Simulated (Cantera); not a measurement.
A closed system holds: 1 mol Ta, 3.4 mol CO₂, a varied amount of H₂, held at 2250 K and 0.133 bar.

Equilibrium computed with Cantera from the NASA thermochemical tables; the gas is ideal and each condensed phase is pure. Candidate condensed phases: C, C₆H₆, C₇H₈, C₈H₁₈, H₂O, Ta, TaC, Ta₂O₅; 113 gas species. Mutual solubility and eutectic melting of coexisting phases are not modelled. Condensed phases not in the tables: Ta₂C, N, O or C dissolved in the metal. Equilibrium is a limit: real reactors are often held back by kinetics, nucleation or transport.

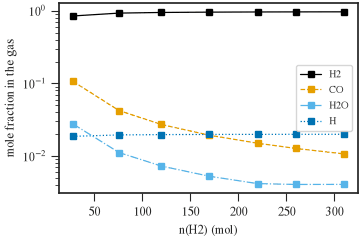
Figure. Equilibrium gas composition (values under 1e-9 drawn at 1e-9)

From 28 mol H₂ to 220 mol H₂ the condensed part is Ta₂O₅(l). From 260 mol H₂ to 310 mol H₂ the condensed part is Ta(s) + Ta₂O₅(l). The main Ta-bearing gas is TaO₂ throughout. The share of Ta in condensed phases is highest at 28 mol H₂ (99.7 %) and lowest at 310 mol H₂ (89.0 %).
